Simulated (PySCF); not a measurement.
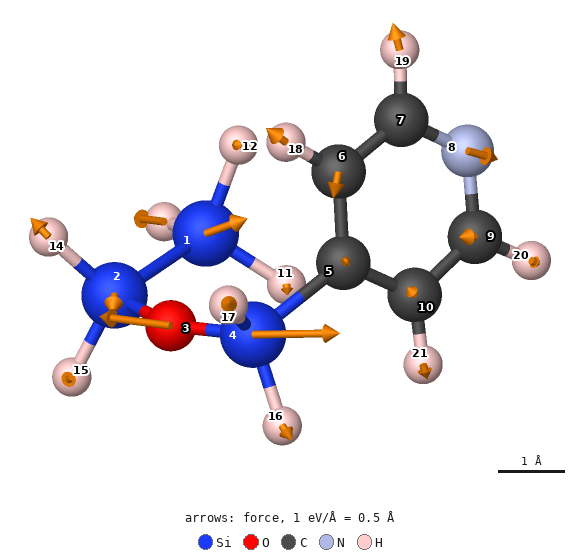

Starting geometry of C5H11NOSi3 with the computed forces as orange arrows. The picture is a ball-and-stick view, seen from a free direction.

The start comes from GFN2-xTB. Its atoms were then displaced at random by about 0.01 Å.

Method: PySCF 2.14.0, density-fitted response routines, PBE0-D3(BJ)/def2-SVP geometry optimisation, gas phase. 

What follows when this structure is relaxed?

It isn't relaxed: the largest force vector, on a Si atom, is 2.88 eV/Å. The final displacements have little in common with the starting forces (cosine between the two patterns 0.01). The energy falls by 10.5 kcal/mol in 22 geometry steps. The largest move after the best rigid fit is that of an H atom, 1.26 Å. Largest moves by element: H 1.26 Å, Si 0.56 Å, N 0.40 Å, C 0.38 Å, O 0.17 Å. Among the contacts that change: O–Si 1.565 → 1.656 Å, H–Si 1.416 → 1.498 Å, Si–Si 2.298 → 2.354 Å, H–Si 1.460 → 1.494 Å. Bond angles that change, for instance: Si–O–Si 156.6° → 146.2°, Si–Si–H 115.4° → 108.9°, O–Si–H 102.9° → 109.3°. Groups turn about O–Si by about 30°. The run took 11 min on 1 thread of Arm Neoverse V2, with other jobs on the host.
